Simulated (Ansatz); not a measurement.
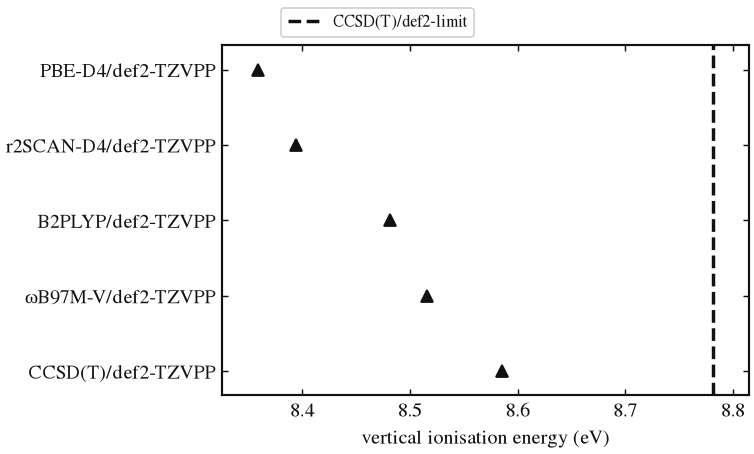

Vertical ionisation energy of C₂H₆Ge, SMILES C[CH2][GeH], singlet, taken as the energy of the cation less that of the neutral at fixed geometry (unrestricted doublet cation, cores frozen in correlated methods, no spin-orbit coupling), the Ansatz code, at a PBE0-D4/def2-TZVP geometry (a minimum by its frequencies). Limit means an estimate of the basis limit from triple and quadruple zeta; for coupled cluster it is either extrapolated directly or built as the MP2 limit plus the step from MP2 in triple zeta. B2PLYP/def2-TZVPP holds a correlation term that converges slowly with the basis, so part of the distance to the limit is basis error. The distance of CCSD(T)/def2-TZVPP to the limit includes basis error.

Q: Which level comes closest to the line (CCSD(T)/def2-limit), and which misses most?

A: Closest CCSD(T)/def2-TZVPP (8.59 eV), against 8.78 eV; farthest PBE-D4/def2-TZVPP (8.36 eV).

Q: What range do the values span, the line included?

A: From 8.36 eV (PBE-D4/def2-TZVPP) to 8.78 eV (CCSD(T)/def2-limit).

Caveats, for all or some of the runs: no scalar relativity up to krypton; outer-core shells are correlated without core-valence functions, which makes the correlated values less sure.
